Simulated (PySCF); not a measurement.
**C6H8F2Si: density, localisation and related maps**

Input

```
{"job": {"kind": "nmr", "xc": "PBE0", "basis": "pcSseg-1"}, "charge": 0, "multiplicity": 1}
C      3.081689     1.105524    -0.407296
C      2.033680     0.133584    -0.215336
C      1.160740    -0.680741    -0.046652
Si    -0.234947    -1.854720     0.161103
F     -0.330839    -2.247389     1.728590
C     -1.876828    -0.978336    -0.277514
C     -2.041576     0.257074     0.533320
C     -1.725111     1.473643     0.128002
F     -1.249940     1.716990    -1.114305
H      3.836356     0.710057    -1.086662
H      3.550436     1.341170     0.547844
H      2.662349     2.016621    -0.833387
H     -0.066203    -3.124747    -0.530066
H     -1.875366    -0.727478    -1.337463
H     -2.712302    -1.653492    -0.090493
H     -2.404564     0.143013     1.542821
H     -1.814574     2.381255     0.704268
```

Launched as:

```sh
OMP_NUM_THREADS=1 python probes_run.py task.json out
```

Geometry: GFN2-xTB.

Level of theory: PySCF 2.14.0, PBE0/pcSseg-1, SCF density, gas phase, non-relativistic.

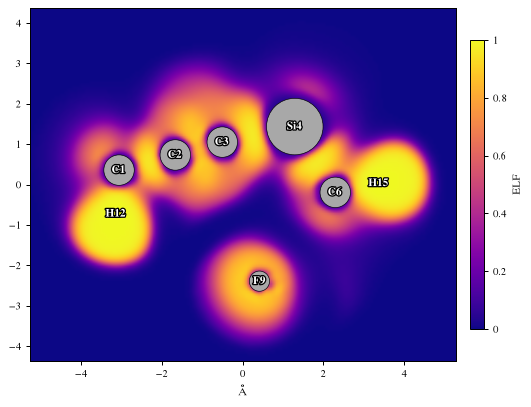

Figure 1. Electron localisation function on the plane of atoms C3, Si4 and C6. Grey discs cover the atomic cores.

Read the bonding off the picture.

The plane passes through C, Si, F and H nuclei.
C–C (1.21 Å): the ELF peaks at about 0.85 between the atoms (a short, multiple covalent bond).
C–Si (1.84 Å): the ELF peaks at about 0.95 between the atoms: localised, covalent bonding.
C–H (1.09 Å): the ELF climbs to about 1 towards the hydrogen, as it does in any bond to H; a covalent bond by its length.
C–Si (1.91 Å): the ELF peaks at about 0.95 between the atoms (localised, covalent bonding).
The ELF also peaks beside F9, away from the bonds: lone-pair regions.

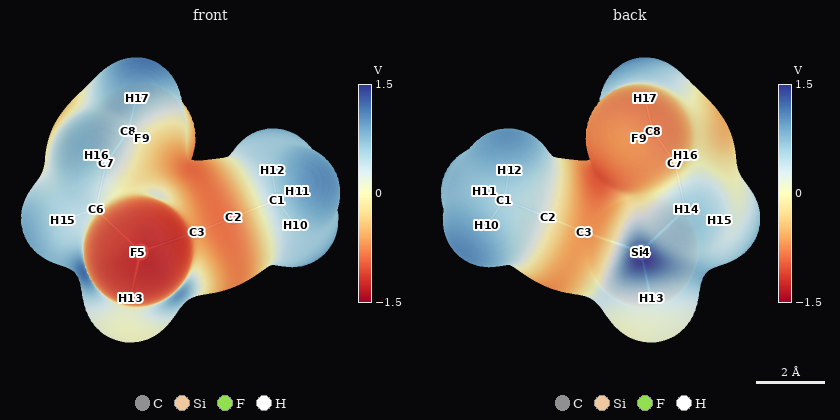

Figure 2. The electrostatic potential painted on the density surface at 0.002 e/bohr³, seen from the front and from behind; red is negative and blue positive.

Where is the surface potential most negative and most positive?

The most negative region (about −1.3 V) lies over F5, the most positive (about +1.2 V) over Si4.

How polar is the molecule by this calculation?

Its dipole moment is 1.64 D.
